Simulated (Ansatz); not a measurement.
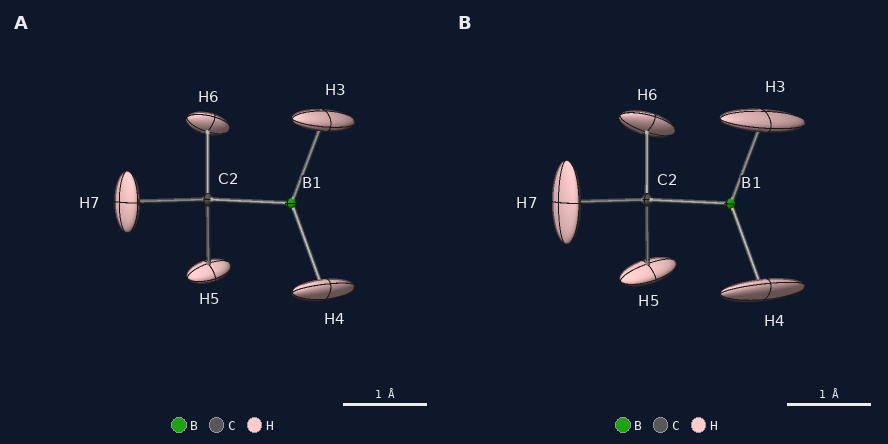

Displacement ellipsoids at the 50 % level, from the internal vibrations of the free molecule (harmonic, no overall translation or rotation; no half-axis is drawn under 0.075 Å). Vibrations computed with RKS PBE0-D4/def2-TZVP (Ansatz 0.2.0). One panel is for 298 K, the other for 600 K.

### Which panel is for 600 K?

B.

### How much does the mean-square displacement of H3 grow, and why?

U_eq goes from 0.0342 to 0.0589 Å², a factor of 1.7. Modes below kT (417 cm⁻¹ at 600 K) grow about in proportion to T, and the lowest lies at 172 cm⁻¹; the mean-square amplitude of a mode is its zero-point value times coth(ħω/2kT), which comes close to 1 only above about 3kT.
